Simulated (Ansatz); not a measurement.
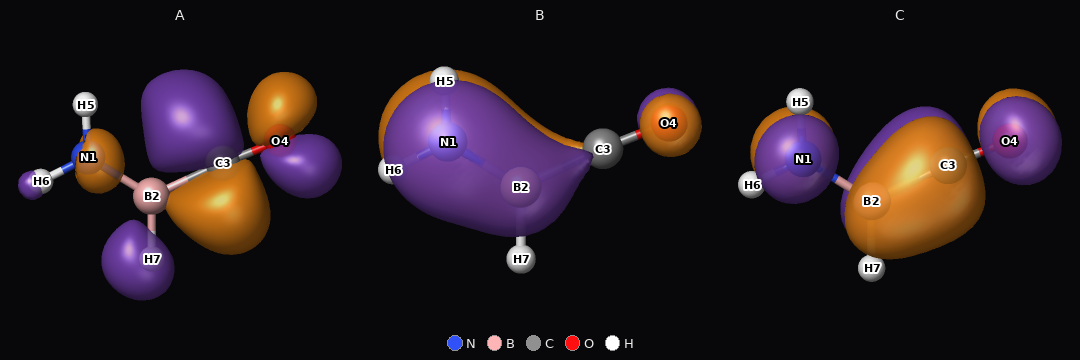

The picture shows: CH3BNO (SMILES NB[C]=O) (doublet). Three frontier orbitals at ±0.1 Å⁻³ᐟ² (orange and purple are the two phases), in no order.

These are results of UKS PBE0-D4/def2-mTZVP (Ansatz), not measurements.

```xyz
7

N     0.1705    1.1188    0.0061
B     0.3320   -0.2675   -0.1943
C     1.5211   -0.8670   -0.8428
O     2.4280   -1.3965   -1.3435
H     0.8355    1.8228   -0.2674
H    -0.6502    1.4927    0.4510
H    -0.4903   -1.0606    0.1503
```

Which picture is the HOMO−1, the HOMO and the LUMO? All are α orbitals.

Answer. B is the HOMO−1 (α) (−9.11 eV). Its weight (Hirshfeld) is mainly on N1 (about 60 %) and B2 (about 20 %); it changes sign across the molecular plane (π type); π-bonding across N1–B2. C is the HOMO (α) (−4.99 eV). It lies mainly on C3 (about 35 %), O4 (about 25 %), B2 (about 20 %) and N1 (about 15 %); it changes sign across the molecular plane (π type); π-bonding across B2–C3; π-antibonding (a node) across N1–B2 and C3–O4. A is the LUMO (α) (−1.23 eV). By Hirshfeld shares it lies mainly on C3 (about 45 %), O4 (about 25 %) and B2 (about 15 %); it is symmetric in the molecular plane (an in-plane orbital: σ, lone-pair or in-plane π type).

What is the gap between the highest occupied and lowest empty α orbitals?

Answer. 3.76 eV between the orbital energies.
